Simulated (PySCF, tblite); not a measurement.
# C₁₆H₁₆O₁₂Si₈: electronic excitations, NMR shifts

Wanted: electronic excitations, NMR shifts for C₁₆H₁₆O₁₂Si₈ (`C#C[Si@@]12O[Si@@]3(C#C)O[Si@@]4(C#C)O[Si@@](C#C)(O1)O[Si@@]1(CC)O[Si@@](C#C)(O2)O[Si@@](C#C)(O3)O[Si@@](CC)(O4)O1`).

Programs: tblite 0.8.0 and PySCF 2.14.0, with routines of our own; each step states its level. All values are computed. Atoms count from 0.

### 1 The starting structure

52 atoms, charge 0, multiplicity 1; geometry from: force field, distance geometry or constructed start.

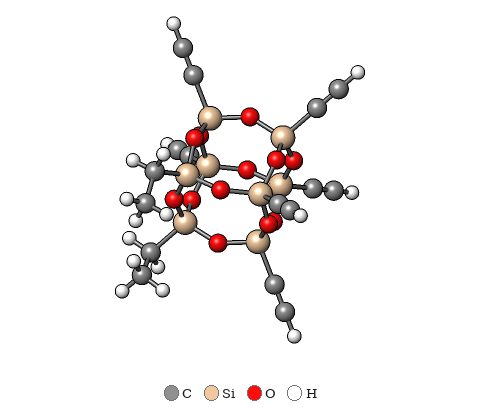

The starting geometry (carbon grey, silicon light orange, oxygen red, hydrogen white).

### 2 Optimising the geometry with GFN2-xTB

What the job is given:

```
{"job": {"kind": "relax", "xc": "GFN2-xTB", "basis": "xTB"}, "charge": 0, "multiplicity": 1}
C     -0.484500    -6.246500    -1.101800
C     -0.329200    -5.065400    -0.930000
Si    -0.062500    -3.214400    -0.642900
O      1.528100    -2.931600    -0.381400
Si     2.711600    -1.798600    -0.380600
C      4.389500    -2.667700    -0.484800
C      5.458000    -3.217100    -0.547800
O      2.658800    -0.911800     1.000900
Si     1.661100    -0.179800     2.076700
C      2.597400     0.096300     3.698600
C      3.195500     0.269400     4.722400
O      0.346200    -1.123800     2.375400
Si    -1.125200    -1.591600     1.822200
C     -2.123200    -2.308000     3.252600
C     -2.763600    -2.756500     4.167600
O     -0.949500    -2.747000     0.669000
O     -1.934800    -0.300900     1.198900
Si    -2.107400     0.677400    -0.110400
C     -3.798600     1.553900    -0.010200
C     -4.004000     2.411400     1.229900
O     -2.039700    -0.198300    -1.494000
Si    -1.040500    -0.944300    -2.572900
C     -1.984500    -1.212300    -4.183100
C     -2.592600    -1.394000    -5.216900
O     -0.562700    -2.400200    -1.983000
O      0.263500    -0.002600    -2.873100
Si     1.739900     0.470300    -2.313700
C      2.742600     1.190800    -3.746200
C      3.380800     1.647500    -4.659500
O      2.547900    -0.820100    -1.689900
O      1.563500     1.628800    -1.160400
Si     0.684600     2.103100     0.151800
C      0.949100     3.968200     0.429100
C      0.201600     4.548800     1.624400
O      1.185600     1.286300     1.486300
O     -0.916200     1.824200    -0.114100
H     -0.634900    -7.288700    -1.261400
H      6.403700    -3.706100    -0.602400
H      3.729000     0.419100     5.636200
H     -3.329400    -3.162300     4.978200
H     -4.577600     0.780900    -0.050600
H     -3.903600     2.170400    -0.902900
H     -4.995600     2.870400     1.201000
H     -3.263200     3.214500     1.283900
H     -3.935100     1.816500     2.145800
H     -3.122000    -1.542500    -6.129600
H      3.948100     2.051200    -5.466100
H      2.023700     4.144800     0.564100
H      0.646600     4.494100    -0.480500
H     -0.881200     4.427100     1.511700
H      0.407300     5.613900     1.713300
H      0.506600     4.070100     2.557300
```

Run with:

```console
OMP_NUM_THREADS=4 python large_run.py task.json out
```

The driver reads the jobs from task.json and runs them one after another.

The program printed:

```text
step      E/eV     max force
  0   -2882.33726    1.304
  1   -2882.37474    2.857
  2   -2882.50934    1.037
  3   -2882.63838    1.533
  4   -2882.68514    3.487
  5   -2882.76581    0.999
  6   -2882.80040    0.768
  7   -2882.82584    1.331
  8   -2882.86435    1.013
  9   -2882.87698    0.371
 10   -2882.88414    0.176
 11   -2882.88413    0.588
 12   -2882.88713    0.108
 13   -2882.88903    0.131
 14   -2882.89183    0.324
 15   -2882.89304    0.505
 16   -2882.89645    0.146
 17   -2882.89928    0.191
 18   -2882.90191    0.308
 19   -2882.90228    0.492
 20   -2882.90444    0.098
 21   -2882.90545    0.089
 22   -2882.90690    0.168
 23   -2882.90800    0.132
 24   -2882.90921    0.084
 25   -2882.91019    0.067
 26   -2882.91117    0.094
 27   -2882.91227    0.089
 28   -2882.91347    0.086
 29   -2882.91452    0.053
 30   -2882.91538    0.059
 31   -2882.91619    0.061
 32   -2882.91705    0.067
 33   -2882.91793    0.062
 34   -2882.91879    0.060
 35   -2882.91974    0.056
 36   -2882.92089    0.072
 37   -2882.92201    0.061
 38   -2882.92271    0.037
 39   -2882.92299    0.022
 40   -2882.92310    0.019
```

It took 2.5 s on 4 threads of Arm Neoverse V1, shared host; peak memory 0.18 GiB.

Along the way:

| step | energy from step 0 (eV) | largest force (eV/Å) |
| --- | --- | --- |
| 0 | 0.0000 | 1.3037 |
| 1 | -0.0375 | 2.8574 |
| 2 | -0.1721 | 1.0366 |
| 3 | -0.3011 | 1.5334 |
| 4 | -0.3479 | 3.4878 |
| 5 | -0.4286 | 0.9987 |
| 6 | -0.4631 | 0.7683 |
| 7 | -0.4886 | 1.3311 |
| 8 | -0.5271 | 1.0134 |
| 10 | -0.5469 | 0.1758 |
| 13 | -0.5518 | 0.1306 |
| 15 | -0.5558 | 0.5054 |
| 18 | -0.5647 | 0.3080 |
| 20 | -0.5672 | 0.0976 |
| 23 | -0.5707 | 0.1315 |
| 25 | -0.5729 | 0.0674 |
| 28 | -0.5762 | 0.0860 |
| 30 | -0.5781 | 0.0591 |
| 33 | -0.5807 | 0.0616 |
| 36 | -0.5836 | 0.0725 |
| 37 | -0.5847 | 0.0613 |
| 38 | -0.5855 | 0.0369 |
| 39 | -0.5857 | 0.0214 |
| 40 | -0.5858 | 0.0188 |

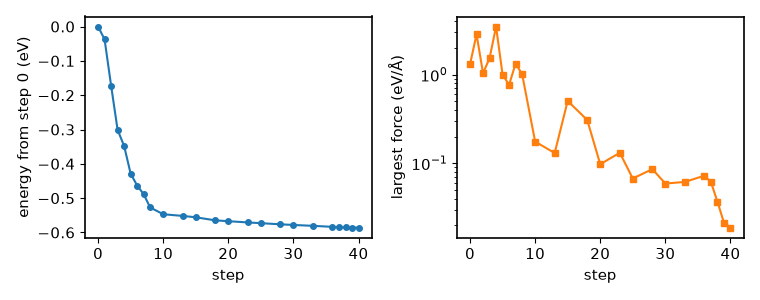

Energy and force, step by step.

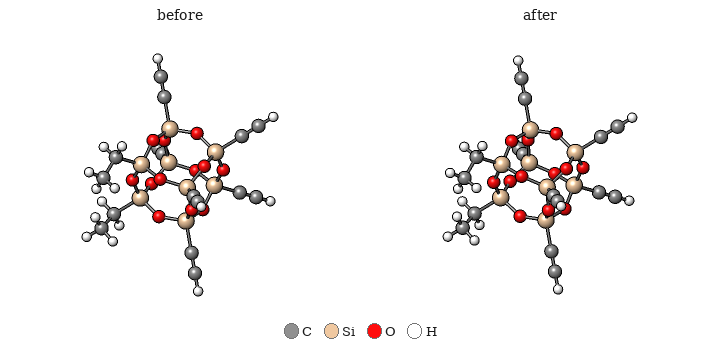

The geometry before (left) and after (right).

Distances of close pairs at the start and the end, largest changes first:

| bond | before (Å) | after (Å) | change (Å) |
| --- | --- | --- | --- |
| Si4–C5 | 1.892 | 1.844 | -0.049 |
| C1–Si2 | 1.892 | 1.844 | -0.048 |
| Si8–C9 | 1.893 | 1.846 | -0.047 |
| Si26–C27 | 1.891 | 1.845 | -0.046 |
| Si21–C22 | 1.886 | 1.845 | -0.040 |
| Si12–C13 | 1.886 | 1.846 | -0.040 |
| Si2–O15 | 1.651 | 1.617 | -0.035 |
| Si8–O34 | 1.650 | 1.617 | -0.033 |

The end geometry stands in the next job.

### 3 Electronic excitations: TDA CAM-B3LYP/6-31G*

What the job is given:

```
{"job": {"kind": "uv", "basis": "6-31G*", "grid": 1, "kgrid": 0, "vcut": 1.5, "nstates": 6, "ntriplets": 2, "tda": true, "delta": ["ip_vertical"], "pop": true, "xc": "CAM-B3LYP"}, "charge": 0, "multiplicity": 1}
C     -0.475490    -6.156784    -1.086206
C     -0.315322    -4.981445    -0.901312
Si    -0.059950    -3.175540    -0.628203
O      1.533123    -2.910978    -0.552840
Si     2.677201    -1.783028    -0.372802
C      4.313933    -2.626987    -0.468175
C      5.378872    -3.176671    -0.539778
O      2.566291    -1.066821     1.072098
Si     1.629647    -0.169238     2.036203
C      2.548759     0.093872     3.614968
C      3.149391     0.262036     4.641058
O      0.253616    -0.937966     2.393722
Si    -1.106263    -1.560134     1.780621
C     -2.081832    -2.260529     3.182105
C     -2.715972    -2.718174     4.093101
O     -0.783926    -2.770930     0.759407
O     -2.002204    -0.415456     1.071849
Si    -2.090483     0.681854    -0.118257
C     -3.773490     1.535059    -0.033487
C     -3.955566     2.379228     1.225999
O     -1.958069    -0.048910    -1.558341
Si    -1.019765    -0.943028    -2.524057
C     -1.937290    -1.205207    -4.103360
C     -2.540650    -1.373102    -5.127610
O     -0.725575    -2.394256    -1.877131
O      0.358132    -0.175983    -2.876087
Si     1.718127     0.449916    -2.268096
C      2.692582     1.149388    -3.670363
C      3.324959     1.611346    -4.580303
O      2.618402    -0.693390    -1.565334
O      1.400404     1.658990    -1.243642
Si     0.678297     2.090120     0.141428
C      0.953598     3.939420     0.408595
C      0.198593     4.490271     1.616387
O      1.332710     1.280721     1.384292
O     -0.912953     1.784284     0.057575
H     -0.620626    -7.185686    -1.249601
H      6.311616    -3.658796    -0.600981
H      3.674707     0.408901     5.540720
H     -3.271427    -3.120710     4.890946
H     -4.563385     0.784975    -0.073243
H     -3.906316     2.167821    -0.910816
H     -4.937298     2.850388     1.237856
H     -3.198436     3.157330     1.270151
H     -3.858118     1.759427     2.113342
H     -3.068336    -1.517224    -6.026365
H      3.880027     2.016261    -5.377125
H      2.018375     4.132602     0.539220
H      0.649210     4.486328    -0.483566
H     -0.870417     4.339468     1.492877
H      0.385984     5.556308     1.737082
H      0.511520     3.978140     2.522427
```

With the program's defaults for keys left out, this is: TDA CAM-B3LYP/6-31G*, vertical, gas phase, core orbitals frozen in the response, virtual orbitals cut by energy.

The program printed:

```text
start: PBE on a coarse grid of 50260 points
cycle   1  E = -3834.6634253749  dE =  7.298e+00  |g| = 2.771e+00  |ddm| = 8.682e+00
cycle   2  E = -3831.7754373454  dE =  2.888e+00  |g| = 4.679e+00  |ddm| = 5.859e+00
cycle   3  E = -3836.0528081025  dE = -4.277e+00  |g| = 6.858e-01  |ddm| = 4.084e+00
cycle   4  E = -3836.1376141522  dE = -8.481e-02  |g| = 4.363e-01  |ddm| = 9.222e-01
cycle   5  E = -3836.1822225036  dE = -4.461e-02  |g| = 1.588e-01  |ddm| = 4.072e-01
cycle   6  E = -3836.1886359695  dE = -6.413e-03  |g| = 2.345e-02  |ddm| = 1.559e-01
cycle   7  E = -3836.1887508748  dE = -1.149e-04  |g| = 9.457e-03  |ddm| = 2.957e-02
final grid: 215223 points
cycle   8  E = -3838.1457766321  dE = -2.500e-02  |g| = 1.642e-01  |ddm| = 5.308e-01
cycle   9  E = -3838.1451377651  dE =  6.389e-04  |g| = 1.751e-01  |ddm| = 2.218e-01
cycle  10  E = -3838.1505710338  dE = -5.433e-03  |g| = 1.340e-02  |ddm| = 1.191e-01
cycle  11  E = -3838.1505985128  dE = -2.748e-05  |g| = 8.592e-03  |ddm| = 1.750e-02
cycle  12  E = -3838.1506143855  dE = -1.587e-05  |g| = 2.397e-03  |ddm| = 8.031e-03
cycle  13  E = -3838.1506170535  dE = -2.668e-06  |g| = 3.114e-04  |ddm| = 2.297e-03
cycle  14  E = -3838.1506167268  dE =  3.267e-07  |g| = 1.286e-04  |ddm| = 4.658e-04
cycle  15  E = -3838.1506157893  dE =  9.375e-07  |g| = 5.831e-05  |ddm| = 1.371e-04
converged SCF energy = -3838.1506157893
Vertical ionisation energy (delta-SCF) = 9.9144 eV   <S^2> = 0.753

Static polarisability (au): isotropic 285.458, principal 271.795 283.531 301.048

Singlet excitations
state   eV       nm        f      main configurations
  1   6.3065    196.6   0.00000   H-6->L+8 0.09
  2   6.3072    196.6   0.00000   H-6->L+3 0.09
  3   6.3151    196.3   0.00000
  4   6.3168    196.3   0.00000
  5   6.3182    196.2   0.00000
  6   6.3186    196.2   0.00000   H-5->L+7 0.09

Triplet excitations (Tamm-Dancoff, eV): 5.0858 5.0866
```

Run time: 7 min. Hardware: 4 threads of Arm Neoverse V1, shared host; peak memory 3.7 GiB.

Frontier orbitals and where they lie:

| orbital | eV | atoms |
| --- | --- | --- |
| HOMO−4 | -9.48 | C10 16 %, C9 15 %, C14 15 % |
| HOMO−3 | -9.44 | C23 12 %, C22 11 %, C28 9 % |
| HOMO−2 | -9.43 | C28 16 %, C27 15 %, C23 14 % |
| HOMO−1 | -9.41 | C6 11 %, C0 11 %, C5 10 % |
| HOMO | -9.40 | C0 12 %, C6 12 %, C28 11 % |
| LUMO | 1.13 | Si2 8 %, Si4 8 %, Si8 8 % |
| LUMO+1 | 1.40 | C10 8 %, C14 8 %, C23 7 % |
| LUMO+2 | 1.43 | C0 8 %, C6 8 %, Si2 7 % |
| LUMO+3 | 1.48 | C6 12 %, C0 12 %, Si4 10 % |

Ground-state properties from the same run:

| property | computed |
| --- | --- |
| dipole moment (D) | 0.61 |
| polarisability (Å³) | 42.30 |
| HOMO–LUMO gap (eV) | 10.53 |
| −ε(HOMO) (eV) | 9.40 |

### 4 NMR shifts: GIAO KT3/pcSseg-1

Settings changed since step 3:

```diff
@@ -1,2 +1,2 @@
-{"job": {"kind": "uv", "basis": "6-31G*", "grid": 1, "kgrid": 0, "vcut": 1.5, "nstates": 6, "ntriplets": 2, "tda": true, "delta": ["ip_vertical"], "pop": true, "xc": "CAM-B3LYP"}, "charge": 0, "multiplicity": 1}
+{"job": {"kind": "nmr", "xc": "KT3", "basis": "pcSseg-1", "pop": false}, "charge": 0, "multiplicity": 1}
 C     -0.475490    -6.156784    -1.086206
```

Method: GIAO KT3/pcSseg-1 NMR shielding, non-relativistic, gas phase.

The program printed:

```text
start: PBE on a coarse grid of 50260 points
cycle   1  E = -3833.7155206552  dE =  7.168e+00  |g| = 2.952e+00  |ddm| = 8.477e+00
cycle   2  E = -3830.4776924207  dE =  3.238e+00  |g| = 5.027e+00  |ddm| = 5.805e+00
cycle   3  E = -3835.1351741937  dE = -4.657e+00  |g| = 7.389e-01  |ddm| = 4.247e+00
cycle   4  E = -3835.2296117234  dE = -9.444e-02  |g| = 4.675e-01  |ddm| = 8.644e-01
cycle   5  E = -3835.2776372550  dE = -4.803e-02  |g| = 1.867e-01  |ddm| = 3.801e-01
cycle   6  E = -3835.2862100117  dE = -8.573e-03  |g| = 2.366e-02  |ddm| = 1.618e-01
cycle   7  E = -3835.2863043363  dE = -9.432e-05  |g| = 1.198e-02  |ddm| = 2.882e-02
cycle   8  E = -3835.2863275361  dE = -2.320e-05  |g| = 7.975e-03  |ddm| = 1.226e-02
final grid: 443984 points
cycle   9  E = -3879.0191198253  dE = -9.075e-02  |g| = 4.938e-01  |ddm| = 1.347e+00
cycle  10  E = -3878.9725376671  dE =  4.658e-02  |g| = 6.483e-01  |ddm| = 7.675e-01
cycle  11  E = -3879.0418883900  dE = -6.935e-02  |g| = 1.705e-01  |ddm| = 5.505e-01
cycle  12  E = -3879.0441775405  dE = -2.289e-03  |g| = 1.159e-01  |ddm| = 1.753e-01
cycle  13  E = -3879.0477706445  dE = -3.593e-03  |g| = 5.403e-03  |ddm| = 7.689e-02
cycle  14  E = -3879.0477725716  dE = -1.927e-06  |g| = 3.910e-03  |ddm| = 7.421e-03
cycle  15  E = -3879.0477770227  dE = -4.451e-06  |g| = 2.095e-03  |ddm| = 3.759e-03
cycle  16  E = -3879.0477765096  dE =  5.131e-07  |g| = 3.697e-04  |ddm| = 1.786e-03
cycle  17  E = -3879.0477770621  dE = -5.525e-07  |g| = 8.385e-05  |ddm| = 4.424e-04
converged SCF energy = -3879.0477770621

GIAO shielding tensors (ppm)
atom      isotropic    diamagn.    paramagn.     s11        s22        s33       span
  0 C      101.646     254.376    -152.731     20.443     20.632    263.861    243.418
  1 C      110.644     255.372    -144.728     21.033     21.253    289.646    268.613
  2 Si     471.223     890.678    -419.455    468.727    468.966    475.974      7.247
  3 O      211.742     408.537    -196.795    182.326    183.686    269.213     86.887
  4 Si     471.198     890.684    -419.486    468.739    468.881    475.974      7.235
  5 C      110.646     255.343    -144.697     21.044     21.244    289.649    268.605
  6 C      101.629     254.357    -152.728     20.436     20.598    263.851    243.415
  7 O      212.233     411.168    -198.935    182.904    184.063    269.732     86.827
  8 Si     470.724     894.341    -423.617    466.866    470.757    474.549      7.682
  9 C      110.322     259.016    -148.694     20.523     20.756    289.687    269.164
 10 C      101.955     256.716    -154.761     20.881     21.072    263.911    243.030
 11 O      211.625     413.800    -202.175    182.613    183.579    268.682     86.069
 12 Si     470.763     894.363    -423.600    466.862    470.786    474.642      7.779
 13 C      110.346     259.031    -148.685     20.565     20.783    289.689    269.123
 14 C      101.966     256.713    -154.747     20.890     21.086    263.922    243.032
 15 O      212.215     411.182    -198.968    182.883    184.096    269.664     86.781
 16 O      217.097     417.604    -200.508    183.824    196.888    270.578     86.755
 17 Si     437.279     898.108    -460.829    412.455    417.053    482.329     69.873
 18 C      172.477     259.700     -87.223    165.113    170.740    181.578     16.465
 19 C      173.885     247.627     -73.741    166.574    170.028    185.053     18.479
 20 O      213.357     416.273    -202.916    181.465    188.842    269.765     88.301
 21 Si     471.318     893.003    -421.685    467.805    470.770    475.380      7.575
 22 C      110.273     257.851    -147.578     20.379     20.664    289.775    269.396
 23 C      102.070     256.003    -153.933     20.967     21.294    263.948    242.981
 24 O      211.943     410.261    -198.318    182.717    183.900    269.213     86.496
 25 O      212.360     411.953    -199.593    183.268    184.431    269.381     86.113
 26 Si     471.330     892.997    -421.667    467.810    470.806    475.374      7.565
 27 C      110.263     257.872    -147.609     20.379     20.644    289.768    269.388
 28 C      102.079     255.984    -153.906     20.997     21.290    263.950    242.952
 29 O      211.938     410.249    -198.312    182.719    183.850    269.243     86.524
 30 O      213.376     416.282    -202.905    181.547    188.830    269.751     88.204
 31 Si     437.273     898.124    -460.851    412.397    417.057    482.366     69.968
 32 C      172.470     259.706     -87.236    165.123    170.729    181.559     16.436
 33 C      173.872     247.628     -73.756    166.564    170.013    185.040     18.477
 34 O      217.086     417.603    -200.517    183.828    196.911    270.519     86.691
 35 O      223.264     421.267    -198.003    185.403    215.570    268.818     83.416
 36 H       30.069      32.717      -2.648     24.150     24.163     41.894     17.744
 37 H       30.071      32.710      -2.639     24.151     24.166     41.897     17.746
 38 H       30.077      34.350      -4.272     24.108     24.203     41.921     17.813
 39 H       30.075      34.342      -4.266     24.107     24.201     41.917     17.811
 40 H       30.853      32.514      -1.661     25.991     30.188     36.380     10.389
 41 H       30.913      33.630      -2.716     25.939     30.394     36.408     10.469
 42 H       30.474      24.981       5.493     25.077     27.330     39.014     13.937
 43 H       30.681      32.686      -2.005     24.803     31.484     35.756     10.953
 44 H       30.630      32.453      -1.824     25.659     30.898     35.332      9.673
 45 H       30.103      33.918      -3.815     24.164     24.198     41.949     17.785
 46 H       30.104      33.915      -3.811     24.164     24.198     41.950     17.785
 47 H       30.856      32.515      -1.659     25.993     30.194     36.381     10.387
 48 H       30.913      33.641      -2.728     25.943     30.391     36.405     10.462
 49 H       30.679      32.685      -2.006     24.802     31.483     35.751     10.949
 50 H       30.470      24.980       5.491     25.076     27.325     39.010     13.935
 51 H       30.627      32.447      -1.819     25.651     30.901     35.330      9.680
```

It took 41 s on 4 threads of Arm Neoverse V1, shared host; peak memory 2.3 GiB.

Shifts follow as δ = σ(reference) − σ, with reference shieldings (ppm) from runs at the same level and on the same kind of geometry: $^{1}$H TMS 31.76, $^{13}$C TMS 184.7, $^{29}$Si TMS 361.7, $^{17}$O H2O 330.8. The references are single molecules in the gas phase, so shifts against H2O, NH3, PH3, H3PO4 or CFCl3 are not on the usual liquid scales and can be off by tens of ppm. Atoms listed in one row are averaged.

| atoms | environment | σ (ppm) | δ (ppm) |
| --- | --- | --- | --- |
| C0, C6 | terminal alkyne carbon | 101.6 | 83.1 |
| C10, C14, C23, C28 | terminal alkyne carbon | 102.0 | 82.7 |
| C9, C13, C22, C27 | alkyne carbon | 110.3 | 74.4 |
| C1, C5 | alkyne carbon | 110.6 | 74.1 |
| C18, C32 | sp3 CH2 bonded to Si | 172.5 | 12.2 |
| C19, C33 | methyl carbon | 173.9 | 10.8 |
| H36, H37 | hydrogen on a terminal alkyne carbon | 30.07 | 1.69 |
| H38, H39, H45, H46 | hydrogen on a terminal alkyne carbon | 30.09 | 1.67 |
| H42, H43, H44, H49, H50, H51 | hydrogen on a methyl carbon | 30.59 | 1.17 |
| H40, H41, H47, H48 | hydrogen on an sp3 CH2 bonded to Si | 30.88 | 0.88 |
| Si17, Si31 | silicon bonded to C, 3 O, in a 8-membered ring | 437.3 | -75.6 |
| Si8, Si12, Si21, Si26 | silicon bonded to C, 3 O, in a 8-membered ring | 471.0 | -109.4 |
| Si2, Si4 | silicon bonded to C, 3 O, in a 8-membered ring | 471.2 | -109.5 |
| O3 | oxygen bonded to 2 Si, in a 8-membered ring | 211.7 | 119.0 |
| O11, O25 | oxygen bonded to 2 Si, in a 8-membered ring | 212.0 | 118.8 |
| O7, O15, O24, O29 | oxygen bonded to 2 Si, in a 8-membered ring | 212.1 | 118.7 |
| O16, O20, O30, O34 | oxygen bonded to 2 Si, in a 8-membered ring | 215.2 | 115.6 |
| O35 | oxygen bonded to 2 Si, in a 8-membered ring | 223.3 | 107.5 |

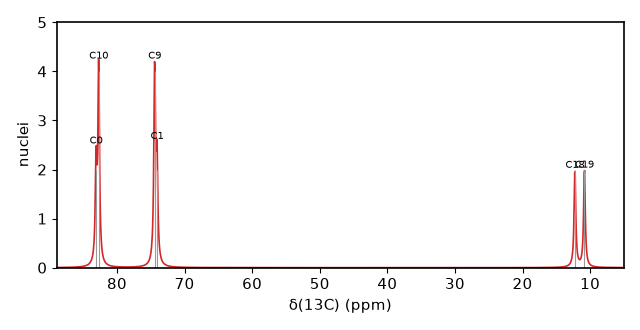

$^{13}$C lines at the computed shifts, without couplings. Lines are broadened to a width of 0.29 ppm (Lorentzian).

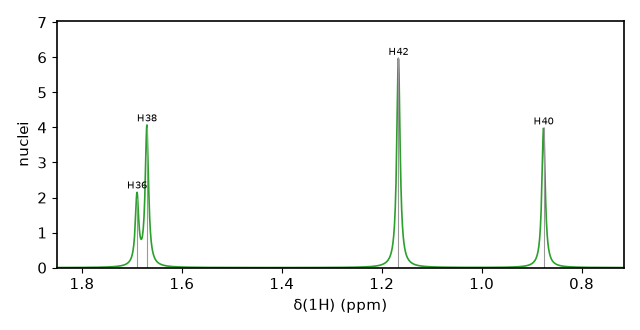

$^{1}$H lines at the computed shifts, without couplings. Lines are broadened to a width of 0.01 ppm (Lorentzian).

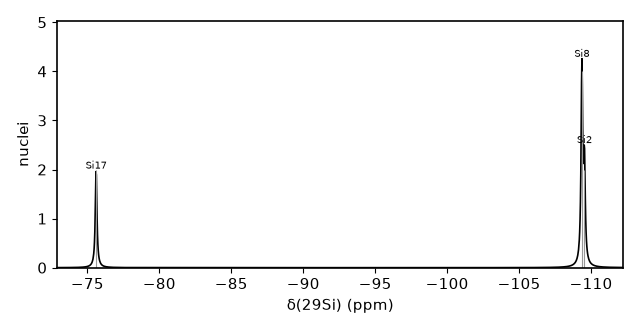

$^{29}$Si lines at the computed shifts, without couplings. Lines are broadened to a width of 0.14 ppm (Lorentzian).

Ring of atoms Si2, O3, Si4, O7, Si8, O11, Si12, O15: NICS(0) -1.1, NICS(1) -0.6, NICS(1)zz 3.2 ppm (means of both faces).

Ring of atoms Si2, Si12, O15, O16, Si17, O20, Si21, O24: NICS(0) -0.9, NICS(1) -0.5, NICS(1)zz 3.4 ppm (means of both faces).

Ring of atoms Si8, O11, Si12, O16, Si17, Si31, O34, O35: NICS(0) -0.9, NICS(1) -0.5, NICS(1)zz 3.4 ppm (means of both faces).

### 5 Summary of results

```
                                                                    quantity                                   value
                                           lowest singlet (CAM-B3LYP/6-31G*)             6.31 eV (197 nm), f = 0.000
                                                              lowest triplet                                 5.09 eV
                                           vertical ionisation energy (ΔSCF)                                 9.91 eV
 $^{13}$C shifts against TMS (KT3/pcSseg-1, means over atoms taken as alike)  83.1, 82.7, 74.4, 74.1, 12.2, 10.8 ppm
  $^{1}$H shifts against TMS (KT3/pcSseg-1, means over atoms taken as alike)              1.69, 1.67, 1.17, 0.88 ppm
$^{29}$Si shifts against TMS (KT3/pcSseg-1, means over atoms taken as alike)               -75.6, -109.4, -109.5 ppm
 $^{17}$O shifts against H2O (KT3/pcSseg-1, means over atoms taken as alike)   119.0, 118.8, 118.7, 115.6, 107.5 ppm
```

In words: The first singlet state (HOMO−6→LUMO+8 0.09) lies at 6.31 eV and is dark. The lowest triplet lies 1.22 eV below the lowest singlet. ΔSCF puts the ionisation energy at 9.91 eV, 0.52 eV above −ε(HOMO).
